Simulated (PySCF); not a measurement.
C$_{2}$H$_{8}$F$_{2}$SSi$_{2}$ (SMILES FC(F)CS[SiH2][SiH3])

```yaml
atoms:
  - { symbol: F, position_ang: [-2.1027, -1.2405, 0.7825] }
  - { symbol: C, position_ang: [-2.5076, 0.0466, 0.6517] }
  - { symbol: F, position_ang: [-3.8308, -0.0112, 0.3577] }
  - { symbol: C, position_ang: [-1.7512, 0.7510, -0.4562] }
  - { symbol: S, position_ang: [-0.0956, 1.2590, 0.0860] }
  - { symbol: Si, position_ang: [1.0201, -0.6062, -0.0264] }
  - { symbol: Si, position_ang: [3.2585, -0.0395, -0.1061] }
  - { symbol: H, position_ang: [-2.3979, 0.5390, 1.6292] }
  - { symbol: H, position_ang: [-2.2862, 1.6629, -0.7193] }
  - { symbol: H, position_ang: [-1.6752, 0.1023, -1.3285] }
  - { symbol: H, position_ang: [0.4560, -1.2320, -1.2249] }
  - { symbol: H, position_ang: [0.5734, -1.4012, 1.1156] }
  - { symbol: H, position_ang: [3.6987, 0.7046, 1.0741] }
  - { symbol: H, position_ang: [3.6036, 0.7541, -1.2866] }
  - { symbol: H, position_ang: [4.0325, -1.2808, -0.1678] }
```

Geometry: GFN2-xTB.

Method: PySCF, PBE0/pcSseg-1, SCF density, gas phase, non-relativistic.

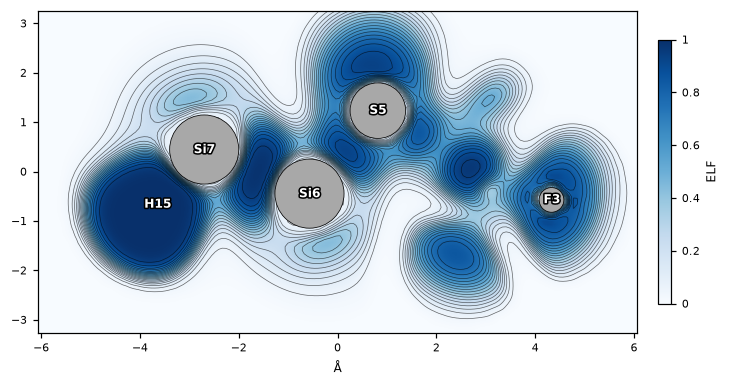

Figure 1. Electron localisation function on the plane of atoms S5, Si6 and Si7. Grey discs cover the atomic cores.

### What do the fields say about this system?

- The section cuts through F, S, Si and H sites.
- Si–S (2.18 Å): the ELF peaks at about 0.95 between the atoms: localised, covalent bonding.
- Si–Si (2.31 Å): the ELF peaks at about 1 between the atoms; a shared electron pair.
- Si–H (1.46 Å): the ELF climbs to about 1 towards the hydrogen, as it does in any bond to H.
- The ELF also peaks beside F1, F3 and S5, away from the bonds: lone-pair regions.

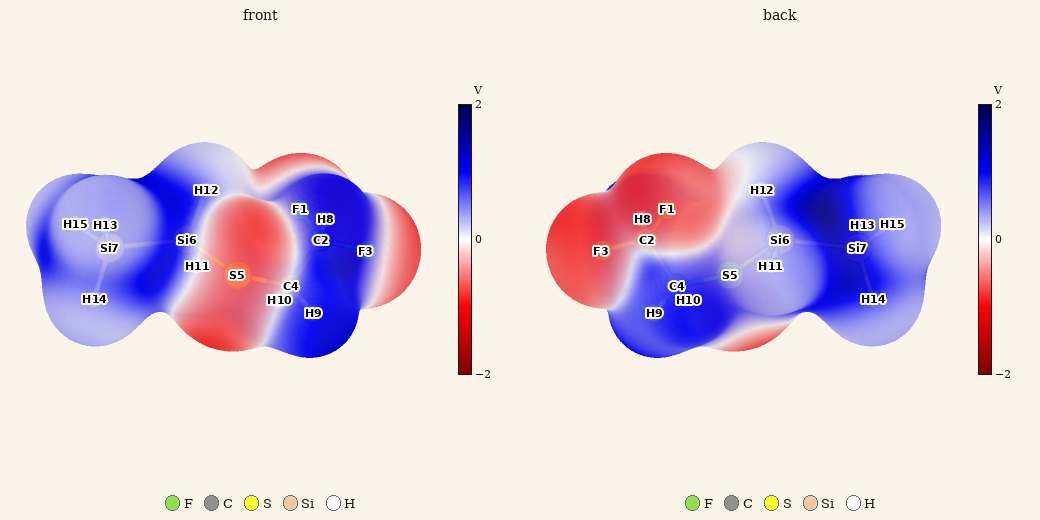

Figure 2. The molecular electrostatic potential painted on the density surface at 0.002 e/bohr³, seen from the front and from behind; red is negative and blue positive.

### Describe the electrostatic potential map.

The most negative region (about −0.8 V) lies over F1, F3 and S5, the most positive (about +1.5 V) over Si6.

### How polar is the molecule by this calculation?

Its dipole moment is 1.27 D.
